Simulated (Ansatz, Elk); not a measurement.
**How far do independent atoms describe HfNbBP?**

Structure refinements treat a crystal as free atoms side by side. For a made-up structure of HfNbBP (cell and positions from a PBEsol relaxation) the runs below show what the calculated density changes in F(hkl).

Program: Elk 11.2.3 (patched build). Level of theory: DFT, PBE, all-electron APW+lo, Dirac cores, scalar-relativistic bands, static density, no spin. Results are calculated unless marked as measured.

The structure was built from a prototype and need not be the compound's stable phase.

## (1) Starting point

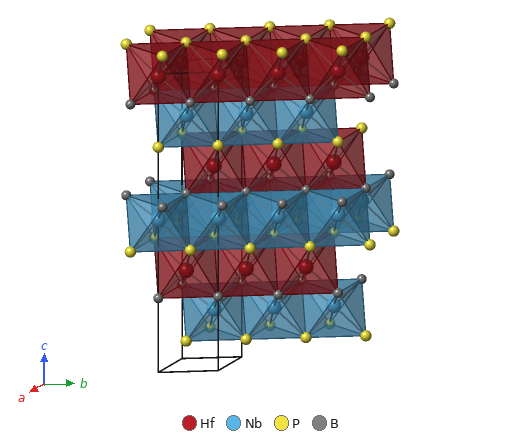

The starting structure, seen slightly off an axis (hafnium red, niobium blue, phosphorus yellow, boron grey). 1×3×1 cells are drawn. This picture shows the conventional cell, with its axes. Some periodic images of atoms are drawn too.

## (2) Ground state and structure factors

An all-electron density is needed, since X-rays see the cores too. Task 0 finds the density and task 195 Fourier-transforms it; tshift is off so that phases refer to the origin typed.

elk.in reads:

```
tasks
  0
  195

xctype
  20

spinpol
  .false.

rgkmax
  7.0

gmaxvr
  14.0

lmaxo
  7

lmaxapw
  8

swidth
  0.002

tshift
  .false.

ramdisk
  .false.

hmaxvr
  5.5

maxscl
  120

epspot
  1e-06

sppath
  './'

avec
  3.22160123015 1.85999233745 10.98049495883
  -3.22160123015 1.85999233745 10.98049495883
  -0.00000000000 -3.71998467489 10.98049495883

atoms
  4
  'Hf.in'
  1
  1.0091285394 1.0091285394 1.0091285394   0.000000 0.000000 0.000000
  'Nb.in'
  1
  0.4895290481 0.4895290481 0.4895290481   0.000000 0.000000 0.000000
  'P.in'
  1
  0.2457833194 0.2457833194 0.2457833194   0.000000 0.000000 0.000000
  'B.in'
  1
  0.7516590931 0.7516590931 0.7516590931   0.000000 0.000000 0.000000

ngridk
  8 8 8
```

The run is started by

```
> OMP_NUM_THREADS=4 elk
```

Numbers of over 12 decimals in the logs are rounded to 6 here.

The log of the run:

```text
┌─────────────────────────┐
│ Elk code version 11.2.3 │
└─────────────────────────┘

All units are atomic (Hartree, Bohr, etc.)

┌─────────────────────────────────────────────────┐
│ Ground-state run starting from atomic densities │
└─────────────────────────────────────────────────┘

Lattice vectors :
   3.221601230       1.859992337       10.98049496
  -3.221601230       1.859992337       10.98049496
  -0.000000000      -3.719984675       10.98049496

Reciprocal lattice vectors :
  0.9751649659      0.5630117555      0.1907377682
 -0.9751649659      0.5630117555      0.1907377682
 -0.8151419447E-17  -1.126023511      0.1907377682

Unit cell volume      :    394.7808745
Brillouin zone volume :   0.6283237853

Muffin-tin inner radius fraction :   0.1000000000E-01

Nuclei treated as point charges

Species : 1 (Hf)
 parameters loaded from : Hf.in
 name : hafnium
 nuclear charge    :   -72.00000000
 electronic charge :    72.00000000
 atomic mass :    325367.3659
 muffin-tin radius :    2.695282660
 number of radial points in muffin-tin :   1393
 inner part over the whole radius :   0.9933966489E-02
 number on inner part of muffin-tin    :    998
 approximate nuclear radius :   0.1000320365E-03
 number of mesh points to nuclear radius :    519
 atomic positions (lattice), magnetic fields (Cartesian) :
  1 :   0.00912854  0.00912854  0.00912854    0.00000000  0.00000000  0.00000000

Species : 2 (Nb)
 parameters loaded from : Nb.in
 name : niobium
 nuclear charge    :   -41.00000000
 electronic charge :    41.00000000
 atomic mass :    169357.9704
 muffin-tin radius :    2.544981622
 number of radial points in muffin-tin :   1193
 inner part over the whole radius :   0.9993997256E-02
 number on inner part of muffin-tin    :    848
 approximate nuclear radius :   0.8268951942E-04
 number of mesh points to nuclear radius :    419
 atomic positions (lattice), magnetic fields (Cartesian) :
  1 :   0.48952905  0.48952905  0.48952905    0.00000000  0.00000000  0.00000000

Species : 3 (P)
 parameters loaded from : P.in
 name : phosphorus
 nuclear charge    :   -15.00000000
 electronic charge :    15.00000000
 atomic mass :    56461.71230
 muffin-tin radius :    2.151739256
 number of radial points in muffin-tin :    793
 inner part over the whole radius :   0.9862759817E-02
 number on inner part of muffin-tin    :    553
 approximate nuclear radius :   0.6081821256E-04
 number of mesh points to nuclear radius :    249
 atomic positions (lattice), magnetic fields (Cartesian) :
  1 :   0.24578332  0.24578332  0.24578332    0.00000000  0.00000000  0.00000000

Species : 4 (B)
 parameters loaded from : B.in
 name : boron
 nuclear charge    :   -5.000000000
 electronic charge :    5.000000000
 atomic mass :    19707.24742
 muffin-tin radius :    1.734056051
 number of radial points in muffin-tin :    593
 inner part over the whole radius :   0.9832576220E-02
 number on inner part of muffin-tin    :    404
 approximate nuclear radius :   0.4534157419E-04
 number of mesh points to nuclear radius :    162
 atomic positions (lattice), magnetic fields (Cartesian) :
  1 :   0.75165909  0.75165909  0.75165909    0.00000000  0.00000000  0.00000000

Total number of atoms per unit cell :    4
Total muffin-tin volume :    214.6353594
 ratio of muffin-tin to unit cell volume :   0.5436822634

Spin treatment :
 spin-unpolarised

Number of Bravais lattice symmetries :   12
Number of crystal symmetries         :    6
Crystal has no inversion symmetry
Complex Hermitian eigensolver will be used

k-point grid :      8     8     8
k-point offset :    0.000000000       0.000000000       0.000000000
k-point set is reduced with full crystal symmetry group
Total number of k-points :      120

Muffin-tin radius times maximum |G+k| :    7.000000000
 using average radius
Maximum |G+k| for APW functions       :    3.068136880
Maximum (1/2)|G+k|²                   :    4.706731958
Maximum |G| for potential and density :    14.00000000
Constant for pseudocharge density :    9
[...]
(states/Hartree/unit cell)

Estimated indirect band gap :   0.1647353691E-02
 from k-point 87 to k-point 115
Estimated direct band gap   :   0.7278775565E-02
 at k-point 1

Charges :
 core                        :    86.00000000
 valence                     :    47.00000000
 interstitial                :    6.327128072
 muffin-tins (core leakage)
  species : 1 (Hf)
   atom 1                    :    70.22424453     (  0.4839539045E-06)
  species : 2 (Nb)
   atom 1                    :    38.19236837     (  0.1208704504E-05)
  species : 3 (P)
[...]
species : 4 (B)
[...]
total in muffin-tins        :    126.6728719
 total calculated charge     :    132.9969562
 total charge                :    133.0000000
 error                       :   0.3043767890E-02

RMS change in Kohn-Sham potential (target) :    1.815228357     (  0.1000000000E-05)
Absolute change in total energy (target)   :   0.1510678218     (  0.1000000000E-03)

[... loops 3 to 19 left out ...]

┌──────────────────┐
│ Loop number : 20 │
└──────────────────┘

Energies :
 Fermi                       :     0.392368
 sum of occupied eigenvalues :     -11692.208959205
 electron kinetic            :      21211.503776456
 core electron kinetic       :      20578.474289718
 Coulomb                     :     -40040.460063028
 Coulomb potential           :     -32307.691573131
 nuclear-nuclear             :     -1820.7823038941
 electron-nuclear            :     -44169.064495222
 Hartree                     :      5949.3867360886
 Madelung                    :     -23886.614276462
 xc potential                :     -596.02116252975
 exchange                    :     -449.14970722380
 correlation                 :     -7.263896
 electron entropic           :    -0.77943028700955E-03
 total energy                :     -19285.370669331

Density of states at Fermi energy :    60.63723928
 (states/Hartree/unit cell)

Estimated indirect band gap :   0.5876978589E-03
 from k-point 33 to k-point 36
Estimated direct band gap   :   0.2000240621E-01
 at k-point 92

Charges :
 core                        :    86.00000000
 valence                     :    47.00000000
 interstitial                :    6.136462412
 muffin-tins (core leakage)
  species : 1 (Hf)
[...]
species : 2 (Nb)
[...]
species : 3 (P)
[...]
species : 4 (B)
[...]
total in muffin-tins        :    126.8635376
 total calculated charge     :    132.9974675
 total charge                :    133.0000000
 error                       :   0.2532481867E-02

RMS change in Kohn-Sham potential (target) :   0.6021850634E-06 (  0.1000000000E-05)
Absolute change in total energy (target)   :   0.2394950570E-05 (  0.1000000000E-03)

Convergence targets achieved

┌──────────────────┐
│ Loop number : 21 │
└──────────────────┘

Energies :
 Fermi                       :     0.392368
 sum of occupied eigenvalues :     -11692.208959514
 electron kinetic            :      21211.503773908
 core electron kinetic       :      20578.474286999
 Coulomb                     :     -40040.460060685
 Coulomb potential           :     -32307.691570042
 nuclear-nuclear             :     -1820.7823038941
 electron-nuclear            :     -44169.064493588
 Hartree                     :      5949.3867367971
 Madelung                    :     -23886.614275664
 xc potential                :     -596.02116338052
 exchange                    :     -449.14970716716
 correlation                 :     -7.263896
 electron entropic           :    -0.77943030595045E-03
 total energy                :     -19285.370669478

Density of states at Fermi energy :    60.63724263
 (states/Hartree/unit cell)

Estimated indirect band gap :   0.5876980396E-03
 from k-point 33 to k-point 9
Estimated direct band gap   :   0.2000240014E-01
 at k-point 92

Charges :
 core                        :    86.00000000
 valence                     :    47.00000000
 interstitial                :    6.136462464
 muffin-tins (core leakage)
  species : 1 (Hf)
[...]
species : 2 (Nb)
   atom 1                    :    39.16455346     (  0.1091649438E-05)
  species : 3 (P)
   atom 1                    :    13.43792537     (  0.4273986417E-03)
  species : 4 (B)
   atom 1                    :    3.853687992     (  0.1096524803E-03)
 total in muffin-tins        :    126.8635375
 total calculated charge     :    132.9974675
 total charge                :    133.0000000
 error                       :   0.2532481796E-02

┌──────────────────────────────┐
│ Self-consistent loop stopped │
└──────────────────────────────┘

Warning : core states of species 3 leak from the muffin-tin :   0.4273986417E-03

Warning : core states of species 4 leak from the muffin-tin :   0.1096524803E-03

Wrote STATE.OUT
```

It took 49 s on 4 threads of INTEL XEON PLATINUM 8581C at 2.30GHz (Emerald Rapids), shared host; peak memory 0.22 GiB; 2.8 min of CPU time.

SFACRHO.OUT:

```text

h k l indices transformed by vhmat matrix:
   1.000000000       0.000000000       0.000000000    
   0.000000000       1.000000000       0.000000000    
   0.000000000       0.000000000       1.000000000    

      h      k      l  multipl.   |H|            Re(F)            Im(F)           |F|

      0      0      0      1   0.0000000       133.00000      0.23836579E-15   133.00000    
      1      1      1      1  0.57221330       28.969921       10.200007       30.713132    
     -1     -1     -1      1  0.57221330       28.969921      -10.200007       30.713132    
      0      0      1      3   1.1420639       29.458333       13.680589       32.480024    
      0      0     -1      3   1.1420639       29.458333      -13.680589       32.480024    
     -2     -2     -2      1   1.1444266       75.581175      -9.8596979       76.221569    
      2      2      2      1   1.1444266       75.581175       9.8596979       76.221569    
      1      0      1      3   1.1888871       80.459209       3.2899543       80.526443    
     -1     -1      0      3   1.1888871       80.459209      -3.2899543       80.526443    
     -1     -1     -2      3   1.3601556       102.64445      -4.4754717       102.74197    
      1      2      1      3   1.3601556       102.64445       4.4754717       102.74197    
     -1     -2     -2      3   1.4756190       28.859692      -33.913300       44.530817    
      1      2      2      3   1.4756190       28.859692       33.913300       44.530817    
     -3     -3     -3      1   1.7166399       27.359383      -50.946283       57.827844    
      3      3      3      1   1.7166399       27.359383       50.946283       57.827844    
     -2     -3     -2      3   1.7465946       23.994600      -28.278767       37.086783    
      2      2      3      3   1.7465946       23.994600       28.278767       37.086783    
     -3     -2     -3      3   1.8963930       84.308042      -8.4567142       84.731116
```

Elk indexes on the primitive cell of elk.in and gives |H| = 4π sin θ/λ in inverse bohr. Below, one row stands for each form hkl of the conventional cell (m members, Friedel mates merged), F is for one primitive cell and the density is static (no thermal factor). Free-atom factors are Waasmaier and Kirfel's, and R is Σm||F|−|F'||/Σm|F|.

```csv
hkl,m,sin θ/λ (Å⁻¹),"abs F, DFT",neutral atoms,diff.,abs of complex diff.
003,2,0.086,30.713,30.561,+0.152,0.190
101,6,0.172,32.480,32.436,+0.044,0.174
006,2,0.172,76.222,76.941,-0.719,0.743
012,6,0.179,80.526,81.282,-0.755,0.757
104,6,0.204,102.742,102.848,-0.106,0.109
015,6,0.222,44.531,44.702,-0.171,0.259
009,2,0.258,57.828,58.159,-0.331,0.373
107,6,0.263,37.087,37.142,-0.055,0.083
018,6,0.285,84.731,84.962,-0.230,0.231
110,6,0.293,93.009,93.233,-0.224,0.224
113,12,0.306,26.374,26.478,-0.104,0.111
1 0 10,6,0.333,56.625,56.471,+0.155,0.219
021,6,0.340,27.606,27.787,-0.181,0.182
116,12,0.340,63.405,63.261,+0.144,0.174
202,6,0.344,66.951,66.816,+0.135,0.139
0 0 12,2,0.344,68.178,68.318,-0.140,0.157
024,6,0.358,83.288,83.384,-0.095,0.104
0 1 11,6,0.358,44.883,44.910,-0.027,0.126
205,6,0.368,37.580,37.685,-0.105,0.210
119,12,0.391,49.165,49.229,-0.064,0.185
027,6,0.394,31.638,31.724,-0.087,0.172
208,6,0.409,72.345,72.180,+0.165,0.197
```

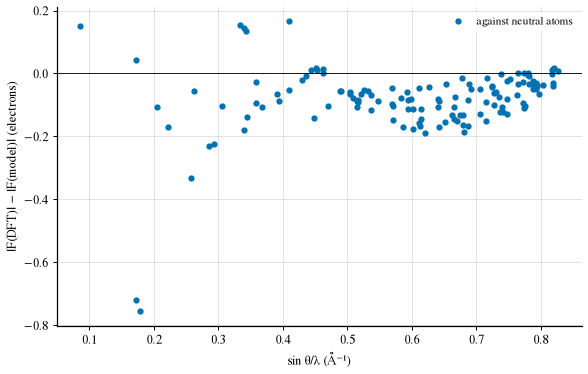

Difference between the calculated structure factors and the independent-atom ones.

## (3) The highest occupied states alone

An energy window below the Fermi level keeps the highest occupied states, to see at which angles they scatter; shallow core shells can lie inside it and anion s states outside. No new self-consistency is needed.

Changes to elk.in since step 2:

```diff
@@ -1,3 +1,2 @@
 tasks
-  0
   195
@@ -40,2 +39,5 @@
 
+wsfac
+  0.024870 0.692370
+
 sppath
```

The run is started by

```
> OMP_NUM_THREADS=4 elk
```

The log of the run:

```text
┌─────────────────────────────────┐
│ Elk code version 11.2.3 started │
└─────────────────────────────────┘

Info(readinput): the functional depends on the density's gradient
 muffin-tin radial points multiplied by    2.00000
 (not where nrmtscf is given)

┌────────────────────┐
│ Current task : 195 │
└────────────────────┘
Info(checkmt): changed muffin-tin radius of species 1 (Hf) from   2.8000 to   2.6953
Info(checkmt): changed muffin-tin radius of species 2 (Nb) from   2.6000 to   2.5450
Info(checkmt): changed muffin-tin radius of species 3 (P) from   2.2000 to   2.1517
Info(checkmt): changed muffin-tin radius of species 4 (B) from   1.8000 to   1.7341

Info(sfacrho): density structure factors written to SFACRHO.OUT

 Energy window :   0.2487000000E-01  0.6923700000

┌──────────────────┐
│ Elk code stopped │
└──────────────────┘
```

The job ended after 5 s (4 threads; peak memory 0.16 GiB; 8.5 s of CPU time).

States within 10 eV below the Fermi level hold 15.00 electrons; any levels below the window count with the cores. Their amplitudes can exceed the total, where window and core parts have opposite phase:

```csv
hkl,sin θ/λ (Å⁻¹),"abs F, window","abs F, all"
003,0.086,1.704,30.713
101,0.172,0.626,32.480
006,0.172,0.958,76.222
012,0.179,0.849,80.526
104,0.204,2.299,102.742
015,0.222,0.294,44.531
009,0.258,0.204,57.828
107,0.263,0.382,37.087
018,0.285,0.418,84.731
110,0.293,0.360,93.009
```

(Continued in part 2 of 2.)

[Logs are printed without paths, hosts, clocks, repeated set-up lines and the standing remarks that a program may print on its own settings, such as how far it seeks lower states.]

[Hosts, paths, dates, database ids (printed as entryN), source tags and the programs' standing remarks are cut or masked in the printed files.]
